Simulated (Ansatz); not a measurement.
Consider OsF3 (honeycomb trihalide sheet).

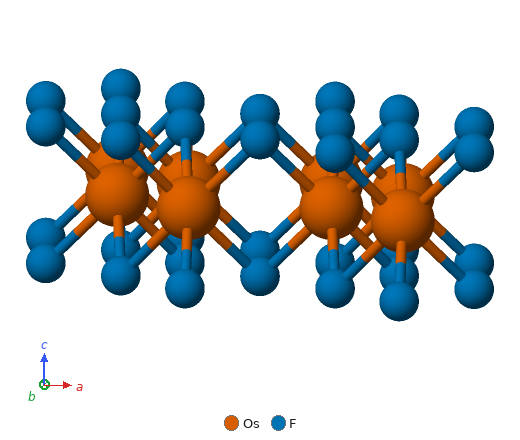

The structure (osmium orange, fluorine blue). 2×2×1 cells are drawn. Some periodic images of atoms are drawn too.

The cell holds 8 atoms: 2 Os and 6 F. Cell: a = 4.600 Å, b = 4.600 Å, c = 28.448 Å, α = 90.0°, β = 90.0°, γ = 120.0°. Vacuum lies along c.

```
Os F
1.0
     3.75557   -1.87779    1.87779
    -1.87779   -1.87779   -3.75557
    16.42446   16.42446  -16.42446
Os F
2 6
Cartesian
  5.2897 3.4119 -7.1675
  7.1675 3.4119 -5.2897
  7.3858 5.4117 -5.4117
  5.4117 5.4117 -7.3858
  7.2895 3.6302 -7.2895
  6.9492 3.2899 -3.2899
  3.2899 3.2899 -6.9492
  5.1677 3.1936 -5.1677
```

The structure was relaxed with LDA. The structure was generated from a model, not taken from a measurement. The runs that relaxed it are not among those shown. The program's search for lower electronic states was switched off, so nothing shows that the state found is the lowest. Spin-orbit coupling is left out unless a run names it. PAW set soft_2, made with PBE.

A constrained-RPA run (Ansatz 0.2.0; non-magnetic LDA; Os t2g, bands v5 to c1, 6×6×1 mesh, medium accuracy) builds 6 functions on bands 3.7 eV wide, with 10.0 electrons in the window. The bare on-site interaction is 12.3 eV and the bare J 0.44 eV.

Q: What U and J survive the screening?

On the Os t2g shell, U = 5.24 eV (43 % of the bare value), U′ = 4.51 eV, J = 0.31 eV.

The parent state is non-magnetic and the interaction static (zero frequency); U depends on the window and the orbitals, so it belongs to this model alone. Spin-orbit coupling, which is strong for atoms this heavy, is left out.

[Paths, hosts, dates, memory and timing lines, banners, echoed tables and standing remarks are left out of the program output.]

[Logs are printed without paths, hosts, clocks, repeated set-up lines and the standing remarks that a program may print on its own settings, such as how far it seeks lower states.]

[Runs of the session that timed out or met a known fault of the program may be left out.]

[Hosts, paths, dates, database ids (printed as entryN), source tags and the programs' standing remarks are cut or masked in the printed files.]
